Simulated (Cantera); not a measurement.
Charge: 1 mol CHF3, 0.099 mol F2, held at 1427 °C.

Equilibrium computed with Cantera from the NASA thermochemical tables; the gas is ideal and each condensed phase is pure. Candidate condensed phases: C, C6H6, C7H8, C8H18; 95 gas species. Gases not in the tables: C2F6 and larger saturated fluorocarbons. Rates play no part.

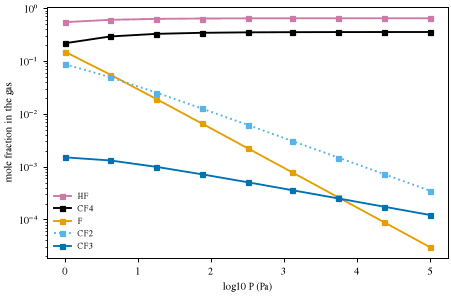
Figure. Equilibrium gas composition (values under 1e-9 drawn at 1e-9)

From 1.00e-5 bar to 1.00 bar the condensed part is C(graphite). The main C-bearing gas is CF4 throughout.
